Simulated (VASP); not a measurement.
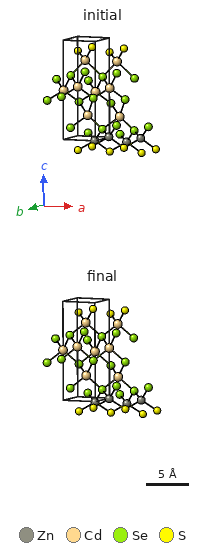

The structure of crystalline ZnCd3Se3S (a generated structure, set up in P1) before (top) and after (bottom) a relaxation, at one scale.

Style: ball-and-stick. Shown: the cell of the calculation, repeated 2 × 1 × 1 with one cell outlined, from a free direction.

The run lets cell and atoms move.

Method: Kohn-Sham DFT of a periodic cell, PBE, VASP PAW PBE potentials, recommended in VASP 6.6.1.

Input
```
PREC = Normal
ENCUT = 520
EDIFF = 1E-5
ISMEAR = 0
SIGMA = 0.05
LREAL = Auto
LASPH = T
NELM = 80
ALGO = Fast
ISIF = 3
LWAVE = F
LCHARG = F
GGA = PE
IBRION = 2
NSW = 110
EDIFFG = -0.03
ISYM = 0
```

Command:
```bash
cat potpaw_PBE.64/Zn/POTCAR potpaw_PBE.64/Cd/POTCAR potpaw_PBE.64/Se/POTCAR potpaw_PBE.64/S/POTCAR > POTCAR
mpirun -np 1 vasp_std > vasp.out
```

### Summarise the run.

After 30 geometry steps the energy has fallen by 0.828 eV per cell of the calculation. The largest force component goes from 2.3 to 0.014 eV/Å. Pressure: 1.84 GPa at the start and 0.10 GPa at the end. A Se atom moves most relative to the cell: 0.21 Å along [−3 −1 2]. By element the largest moves are Se 0.21 Å, Cd 0.20 Å, S 0.16 Å, Zn 0.12 Å. The volume changes by +0.6 %, with a 4.231 → 4.238 Å (+0.2 %), b 4.231 → 4.265 Å (+0.8 %), c 12.097 → 12.053 Å (−0.4 %), α 90.8° → 90.0°, γ 89.9° → 90.0°. Among the contacts that change: Cd–Se 3.054 → 2.670 Å, Cd–Se 2.447 → 2.667 Å, Se–Zn 2.318 → 2.513 Å, Cd–Se 2.864 → 2.671 Å. Among the angles between lasting bonds that change: Se–Cd–Se 116.2° → 105.1°, Cd–Se–Cd 116.2° → 105.1°, Se–Cd–Se 94.3° → 105.4°. The space group stays P1 (No. 1). It ran on 1 thread of Intel(R) Xeon(R) Platinum 8488C (Sapphire Rapids), with other jobs on the host.
